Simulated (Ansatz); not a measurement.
Process, species as SMILES: OO (H2O2) → [O]O (O-OH) + H atom
B3LYP-D3(BJ)/def2-TZVP geometries, fixed; electronic energies without zero-point terms.

Basis-set convergence of the bond dissociation energy at B2PLYP with Ansatz (a quantum-chemistry and plane-wave program). Cartesian d functions, on some or all atoms, in 6-31G*, 6-31G**; all else is spherical. Cores are frozen. Open shells are unrestricted. No added dispersion term, no relativity. Functions are those of the species that has most. Reference: the value in aug-pcseg-3, 90.99 kcal/mol, itself unsure by roughly 0.03 kcal/mol (its mean distance from aug-cc-pVQZ, cc-pV5Z, def2-QZVPPD). Deviations are taken from unrounded values.

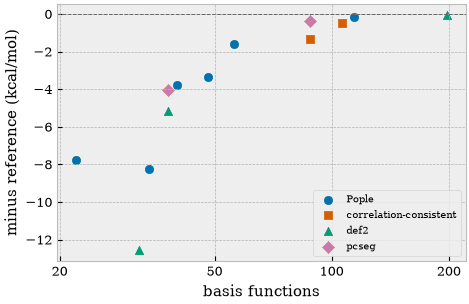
Figure. Deviation from the reference against the number of basis functions, by family of sets.

```tsv
basis	functions	bond dissociation energy (kcal/mol)	minus reference (kcal/mol)
3-21G	22	83.22	-7.77
def2-SV(P)	32	78.46	-12.53
6-31G*	34	82.73	-8.26
def2-SVP	38	85.84	-5.15
pcseg-1	38	86.97	-4.02
6-31G**	40	87.21	-3.78
6-311G**	48	87.64	-3.35
6-311+G**	56	89.39	-1.60
cc-pVTZ	88	89.68	-1.30
pcseg-2	88	90.60	-0.39
jun-cc-pV(T+d)Z	106	90.52	-0.46
6-311++G(3df,3pd)	114	90.82	-0.17
def2-QZVPPD	198	90.92	-0.07
```
